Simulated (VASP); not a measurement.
Band structure of CoGa (CsCl type). Calculation: PBE GGA with D3 dispersion (zero damping), VASP's PBE PAW potentials (set 64) (plane waves; VASP).

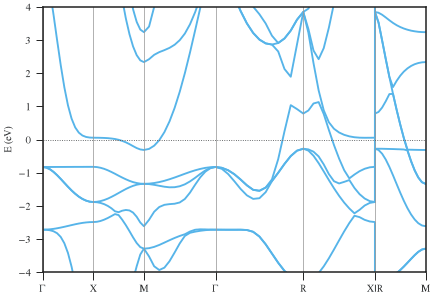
Figure. Bands along high-symmetry lines, zero at the valence-band maximum or, without a gap, the Fermi level

Problem. Read the plot: is there a gap, and where are the band edges?

Solution. It has no gap at this level: it comes out as a metal or semimetal. (Edges off the drawn lines would not show.)

The compound is CoGa in the CsCl type structure. It was relaxed first. The run is not spin-polarised, so no magnetic state was tried.
